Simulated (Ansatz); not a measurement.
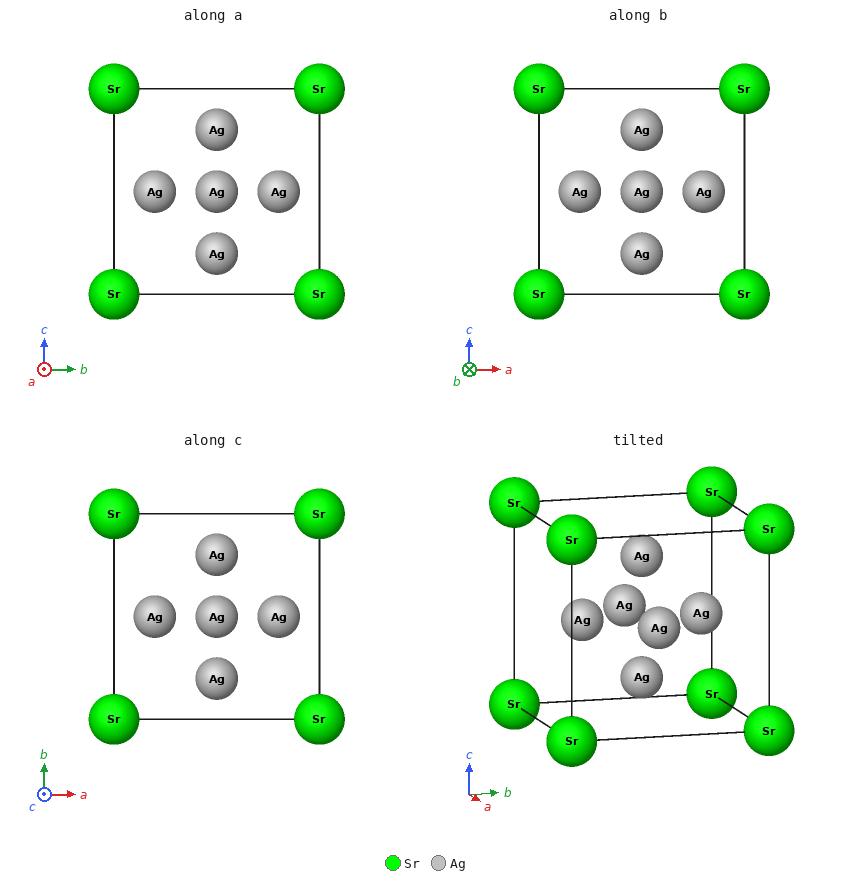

The figure gives a spheres-only picture of the atoms, viewed along the a axis, along the b axis, along the c axis and slightly off an axis. Atoms at the boundary of the conventional unit cell (the box) are drawn once for each face, edge or corner they touch.

Lattice parameters: a = 6.435 Å, b = 6.435 Å, c = 6.435 Å, α = 90.00°, β = 90.00°, γ = 90.00°.

Write down what is shown as a table of Wyckoff sites, with free fractional coordinates to two decimals.

Answer. Space group Pm-3m (No. 221).
| atom | site | x | y | z |
| --- | --- | --- | --- | --- |
| Sr | 1a | 0.00 | 0.00 | 0.00 |
| Ag | 6f | 0.20 | 0.50 | 0.50 |

Its origin is a structure type filled with these elements by a generator (whether the compound takes this form wasn't checked). The geometry was optimised with DFT PBE, scalar-relativistic, plane waves, PAW (Ansatz).
